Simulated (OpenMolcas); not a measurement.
Relativistic diatomic calculation for SiAl⁺ (part 2 of 2)

Continued. System: SiAl⁺. Method: SA-CASSCF(6,8)/XMS-CASPT2 + RASSI spin-orbit (X2C scalar, AMFI), ANO-RCC-VTZP (OpenMolcas).

The program's output (extracts), continued:
```
++ Dipole transition strengths (spin-free states):
     for osc. strength at least  1.00000000E-05
      From   To        Osc. strength     Einstein coefficients Ax, Ay, Az (sec-1)    Total A (sec-1)
         5    1       1.04899913E-04  2.52390025E+01  7.03786569E-06  0.00000000E+00  2.52390096E+01
         5    2       1.04898652E-04  7.04228618E-06  2.52388418E+01  0.00000000E+00  2.52388489E+01
         5    8       4.30059965E-03  0.00000000E+00  0.00000000E+00  1.38649921E+06  1.38649921E+06
         5    4       2.48963827E-05  9.67179968E+03  3.11693390E+00  0.00000000E+00  9.67491661E+03
         5    3       2.48916323E-05  3.11760056E+00  9.66995295E+03  0.00000000E+00  9.67307055E+03
         1    6       7.47759850E-04  2.49608779E+02  2.17769594E+05  0.00000000E+00  2.18019203E+05
         1    7       7.58220846E-04  2.20897849E+05  2.38297585E+02  0.00000000E+00  2.21136147E+05
         1    8       6.54043129E-04  1.99497943E+05  4.04986479E-02  0.00000000E+00  1.99497984E+05
         1    9       8.59720268E-04  6.12143466E-02  2.88220457E+05  0.00000000E+00  2.88220518E+05
         1    4       3.62547038E-03  0.00000000E+00  0.00000000E+00  1.33964364E+06  1.33964364E+06
         1   10       1.20719101E-03  1.50130491E+03  5.81753661E+05  0.00000000E+00  5.83254966E+05
         1   11       1.19606188E-03  5.78111849E+05  1.49809503E+03  0.00000000E+00  5.79609944E+05
         2    6       7.47793285E-04  2.17779583E+05  2.49332940E+02  0.00000000E+00  2.18028916E+05
         2    7       7.57802805E-04  2.38210069E+02  2.20775979E+05  0.00000000E+00  2.21014189E+05
         2    8       6.54204085E-04  3.85378893E-02  1.99547009E+05  0.00000000E+00  1.99547047E+05
         2    9       8.60043521E-04  2.88328785E+05  5.95488912E-02  0.00000000E+00  2.88328845E+05
         2    3       3.62547768E-03  0.00000000E+00  0.00000000E+00  1.33964615E+06  1.33964615E+06
         2   10       1.20748634E-03  5.81896416E+05  1.50116832E+03  0.00000000E+00  5.83397585E+05
         2   11       1.19586985E-03  1.49841064E+03  5.78018402E+05  0.00000000E+00  5.79516812E+05
        12   14       3.51036499E-05  9.15257714E-05  1.07975280E+00  0.00000000E+00  1.07984433E+00
        12   15       4.06737087E-05  1.67838906E+00  1.38130162E-04  0.00000000E+00  1.67852719E+00
        12   16       1.77056586E-05  3.06558141E-05  4.08055491E+01  0.00000000E+00  4.08055797E+01
        12   17       2.25628495E-03  4.88743429E-02  5.79668068E+04  0.00000000E+00  5.79668557E+04
        12   18       1.67577621E-03  2.74806030E+05  2.36327067E-01  0.00000000E+00  2.74806267E+05
        12   19       3.37362334E-04  6.61817936E+03  1.12528751E+05  0.00000000E+00  1.19146930E+05
        12   20       3.37065972E-04  1.13381895E+05  6.65039238E+03  0.00000000E+00  1.20032288E+05
        13   14       3.51023221E-05  1.07966995E+00  9.14703202E-05  0.00000000E+00  1.07976142E+00
        13   15       4.06722674E-05  1.38321318E-04  1.67827294E+00  0.00000000E+00  1.67841126E+00
        13   16       1.77025743E-05  4.07982518E+01  3.59674508E-05  0.00000000E+00  4.07982878E+01
        13   17       2.25624915E-03  5.79658087E+04  4.90862099E-02  0.00000000E+00  5.79658578E+04
        13   18       1.67593156E-03  2.31994372E-01  2.74831363E+05  0.00000000E+00  2.74831595E+05
        13   19       3.37303151E-04  1.12507928E+05  6.61805689E+03  0.00000000E+00  1.19125985E+05
        13   20       3.37072700E-04  6.65008562E+03  1.13384554E+05  0.00000000E+00  1.20034640E+05
        14   19       7.88634912E-03  0.00000000E+00  0.00000000E+00  2.73349223E+06  2.73349223E+06
        14   20       4.99206930E-04  0.00000000E+00  0.00000000E+00  1.74483022E+05  1.74483022E+05
        15   19       4.95709567E-04  0.00000000E+00  0.00000000E+00  1.71306267E+05  1.71306267E+05
        15   20       7.91434579E-03  0.00000000E+00  0.00000000E+00  2.75801805E+06  2.75801805E+06
        16   17       4.46109488E-03  0.00000000E+00  0.00000000E+00  5.62382187E+04  5.62382187E+04
         6    4       3.63878541E-05  4.62032569E-01  1.67333473E+02  0.00000000E+00  1.67795506E+02
         6    3       3.63798897E-05  1.67295722E+02  4.63057243E-01  0.00000000E+00  1.67758779E+02
         6   10       3.84632493E-04  0.00000000E+00  0.00000000E+00  9.25563899E+03  9.25563899E+03
         7    4       3.71127639E-05  1.70283986E+02  4.42747613E-01  0.00000000E+00  1.70726733E+02
         7    3       3.71656374E-05  4.42344505E-01  1.70527618E+02  0.00000000E+00  1.70969963E+02
         7   11       3.76738279E-04  0.00000000E+00  0.00000000E+00  9.17813467E+03  9.17813467E+03
         8    4       3.22401878E-04  9.95761175E+02  3.21110396E-01  0.00000000E+00  9.96082286E+02
         8    3       3.22351808E-04  3.21039429E-01  9.95606552E+02  0.00000000E+00  9.95927592E+02
         9    4       1.55319163E-05  4.06518820E-03  1.29372910E+01  0.00000000E+00  1.29413562E+01
         9    3       1.55336788E-05  1.29387569E+01  4.06780092E-03  0.00000000E+00  1.29428247E+01
         4   10       1.53538868E-04  1.21079593E+00  1.16675206E+03  0.00000000E+00  1.16796285E+03
         4   11       1.54336930E-04  1.20097174E+03  1.25174887E+00  0.00000000E+00  1.20222349E+03
         3   10       1.53572610E-04  1.16700833E+03  1.21120379E+00  0.00000000E+00  1.16821953E+03
         3   11       1.54344079E-04  1.25206719E+00  1.20102711E+03  0.00000000E+00  1.20227917E+03
 Electric-quadrupole - electric-quadrupole not included
 Electric-dipole - electric-octupole not included
 Electric-dipole - magnetic-quadrupole not included
   Eigenvalues of complex Hamiltonian:
  (Shifted by EMIN (a.u.) =       -531.8863502548)
 SO State       Relative EMIN(au)   Rel lowest level(eV)    D:o, cm**(-1)      Omega
     1            -0.0000271352        0.0000000000              0.0000         0.0
     2            -0.0000096585        0.0004755645              3.8357         1.0
     3            -0.0000096586        0.0004755618              3.8357         1.0
     4             0.0024413828        0.0671717972            541.7771         0.0
     5             0.0024579196        0.0676217847            545.4065         0.0
     6             0.0027403203        0.0753063009            607.3863         1.0
     7             0.0027403279        0.0753065084            607.3880         1.0
     8             0.0030269635        0.0831062591            670.2972         2.0
     9             0.0030269853        0.0831068534            670.3020         2.0
    10             0.0213048331        0.5804724274           4681.8259         1.0
    11             0.0213048521        0.5804729445           4681.8300         1.0
    12             0.0222817640        0.6070560732           4896.2374         2.0
    13             0.0224365889        0.6112690733           4930.2176         2.0
    14             0.0297751068        0.8109603178           6540.8361         0.0
    15             0.0495835178        1.3499746399          10888.2798         0.0
    16             0.0685182946        1.8652161659          15043.9829         0.0
    17             0.0685185181        1.8652222470          15044.0320         1.0
    18             0.0685185181        1.8652222473          15044.0320         1.0
    19             0.0685191875        1.8652404627          15044.1789         2.0
    20             0.0685191875        1.8652404627          15044.1789         2.0
    21             0.0927234509        2.5238720236          20356.4007         0.0
    22             0.0976482577        2.6578828427          21437.2708         1.0
    23             0.0976482578        2.6578828460          21437.2709         1.0
    24             0.0979950911        2.6673206591          21513.3920         2.0
    25             0.0980095042        2.6677128612          21516.5553         2.0
    26             0.0983533140        2.6770684025          21592.0128         3.0
    27             0.0983533140        2.6770684027          21592.0128         3.0
    28             0.1001658320        2.7263895288          21989.8145         1.0
    29             0.1001658323        2.7263895370          21989.8146         1.0
    30             0.1001697625        2.7264964834          21990.6772         0.0
    31             0.1048868938        2.8548561647          23025.9678         1.0
    32             0.1048868941        2.8548561736          23025.9679         1.0
    33             0.1048977302        2.8551510403          23028.3462         0.0
    34             0.1097453274        2.9870608799          24092.2708         0.0
    35             0.1097502035        2.9871935649          24093.3409         0.0
    36             0.1099827663        2.9935219196          24144.3826         1.0
    37             0.1099827664        2.9935219240          24144.3826         1.0
    38             0.1102116915        2.9997512921          24194.6258         2.0
    39             0.1102117431        2.9997526964          24194.6372         2.0
    40             0.1252761440        3.4096759276          27500.8910         1.2
    41             0.1252761440        3.4096759288          27500.8910         1.2
    42             0.1253629070        3.4120368689          27519.9333         2.0
    43             0.1255459897        3.4170188037          27560.1153         2.0
    44             0.1256394025        3.4195606955          27580.6170         2.9
    45             0.1256394025        3.4195606953          27580.6170         2.9
    46             0.1261479638        3.4333993524          27692.2333         2.0
    47             0.1265823854        3.4452205661          27787.5778         2.0
 Weights of the five most important spin-orbit-free states for each spin-orbit state.
 SO State  Total energy (au)           Spin-free states, spin, and weights
    1        -0.000027       5 1.0  0.9917    1 1.0  0.0040    2 1.0  0.0040   16 0.0  0.0001   17 0.0  0.0001
    2        -0.000010       5 1.0  0.9968    2 1.0  0.0032   12 0.0  0.0000    9 1.0  0.0000    1 1.0  0.0000
    3        -0.000010       5 1.0  0.9968    1 1.0  0.0032   13 0.0  0.0000    9 1.0  0.0000    2 1.0  0.0000
    4         0.002441       1 1.0  0.5000    2 1.0  0.5000   18 0.0  0.0000    9 1.0  0.0000   21 2.0  0.0000
    5         0.002458       1 1.0  0.4959    2 1.0  0.4959    5 1.0  0.0081   17 0.0  0.0001   16 0.0  0.0001
    6         0.002740       1 1.0  0.9966    5 1.0  0.0032   13 0.0  0.0002    7 1.0  0.0000    6 1.0  0.0000
    7         0.002740       2 1.0  0.9966    5 1.0  0.0032   12 0.0  0.0002    7 1.0  0.0000    6 1.0  0.0000
    8         0.003027       2 1.0  0.4999    1 1.0  0.4999   14 0.0  0.0001    7 1.0  0.0000   19 0.0  0.0000
    9         0.003027       2 1.0  0.4999    1 1.0  0.4999   15 0.0  0.0001    6 1.0  0.0000   20 0.0  0.0000
   10         0.021305      12 0.0  0.9997    2 1.0  0.0002    5 1.0  0.0000    8 1.0  0.0000    7 1.0  0.0000
   11         0.021305      13 0.0  0.9997    1 1.0  0.0002    5 1.0  0.0000    8 1.0  0.0000    7 1.0  0.0000
   12         0.022282      14 0.0  0.9999    1 1.0  0.0001    2 1.0  0.0001    7 1.0  0.0000   11 1.0  0.0000
   13         0.022437      15 0.0  0.9999    2 1.0  0.0001    1 1.0  0.0001    6 1.0  0.0000   10 1.0  0.0000
   14         0.029775      16 0.0  0.9998    5 1.0  0.0001    2 1.0  0.0000    1 1.0  0.0000    3 1.0  0.0000
   15         0.049584      17 0.0  0.9999    5 1.0  0.0001    2 1.0  0.0000    1 1.0  0.0000    4 1.0  0.0000
   16         0.068518      21 2.0  1.0000    9 1.0  0.0000    3 1.0  0.0000    4 1.0  0.0000    2 1.0  0.0000
   17         0.068519      21 2.0  1.0000    9 1.0  0.0000    3 1.0  0.0000    2 1.0  0.0000    4 1.0  0.0000
   18         0.068519      21 2.0  1.0000    9 1.0  0.0000    4 1.0  0.0000    1 1.0  0.0000    3 1.0  0.0000
   19         0.068519      21 2.0  1.0000    3 1.0  0.0000    4 1.0  0.0000    2 1.0  0.0000    1 1.0  0.0000
   20         0.068519      21 2.0  1.0000    3 1.0  0.0000    4 1.0  0.0000
```

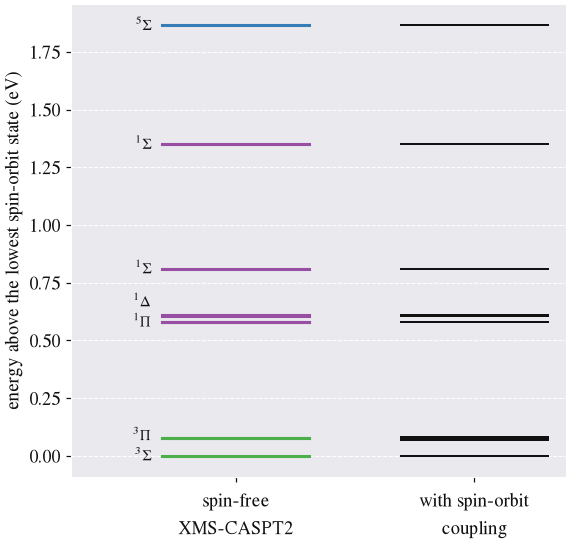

*States up to 2.5 eV at 2.444 Å, without spin-orbit coupling (left, a colour for each spin multiplicity) and with it (right, where close levels merge).*

The spin-free states run ³Σ (0.00 eV), ³Π (0.07 eV), ¹Π (0.58 eV), ¹Δ (0.61 eV), ¹Σ (0.81 eV), ¹Σ (1.35 eV) from the lowest. The lowest spin-orbit levels have |Ω| = 0 (0 cm⁻¹), 1 (4 cm⁻¹), 0 (542 cm⁻¹), 0 (545 cm⁻¹), 1 (607 cm⁻¹).

Results in brief:

- outcome: converged; components of a degenerate state are split by 95 cm⁻¹
- lowest spin-free state: ³Σ
- lowest spin-orbit level: Ω = 0, −531.88638 hartree
- next level: Ω = 1, 4 cm⁻¹
- wall time: 41 s

Notes:

Caveats: the two components of ¹Δ at 3.44 eV, degenerate in CASSCF as they must be, are split by 95 cm⁻¹ in XMS-CASPT2, an artefact that passes into its spin-orbit levels; 4 of the 47 spin-orbit states have no clean Ω, so their splittings aren't to be trusted.
